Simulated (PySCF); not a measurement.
Dissociation curve of LiH, singlet.

Levels of theory: UMP2 = MP2 on UHF/6-31G (PySCF); RCCSD = CCSD on RHF/6-31G (PySCF 2.14.0); UKS-M06-2X = unrestricted M06-2X/6-31G run with PySCF 2.14.0; UKS-TPSSh = PySCF with unrestricted TPSSh/6-31G.

Energies are in mEh, each relative to the lowest point of its own curve near equilibrium.

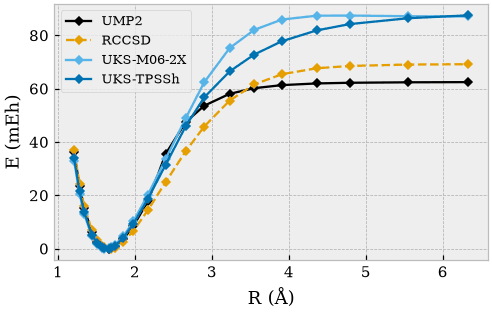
Energy against bond length for each method.

```csv
R / Å,UMP2,RCCSD,UKS-M06-2X,UKS-TPSSh
1.21,36.2,37.1,32.8,33.9
1.28,23.3,24.2,20.6,21.5
1.34,15.2,16.0,12.9,13.7
1.44,6.2,6.9,4.7,5.3
1.51,2.5,3.1,1.6,2.0
1.57,0.8,1.1,0.3,0.4
1.60,0.3,0.5,0.0,0.1
1.66,0.0,0.0,0.1,0.0
1.69,0.2,0.0,0.4,0.2
1.74,0.8,0.4,1.3,1.0
1.85,3.5,2.5,4.7,4.0
1.98,8.5,6.7,10.3,9.3
2.17,17.8,14.5,20.3,18.8
2.40,35.6,25.0,33.7,31.5
2.66,47.5,36.5,48.9,45.9
2.90,53.6,45.8,62.4,56.7
3.23,58.1,55.5,75.2,66.4
3.55,60.2,61.6,82.1,72.8
3.91,61.3,65.4,85.9,77.8
4.36,61.9,67.6,87.4,81.8
4.79,62.2,68.5,87.4,84.2
5.55,62.4,69.0,87.2,86.4
6.33,62.4,69.2,87.1,87.5
```

At the longest distance, 6.33 Å, UKS-TPSSh lies highest above its minimum (87.5 mEh) and UMP2 lowest (62.4 mEh).

The unrestricted determinant behind UMP2 is spin-contaminated at 2.40 to 6.33 Å (<S²> up to 1.0, against 0.00 for a pure singlet). The T1 diagnostic of CCSD on the restricted reference of RCCSD exceeds 0.045 at 2.40 to 6.33 Å. The unrestricted determinant behind UKS-M06-2X is spin-contaminated at 3.23 to 6.33 Å (<S²> up to 1.0, against 0.00 for a pure singlet). The unrestricted determinant behind UKS-TPSSh is spin-contaminated at 2.90 to 6.33 Å (<S²> up to 0.9, against 0.00 for a pure singlet).
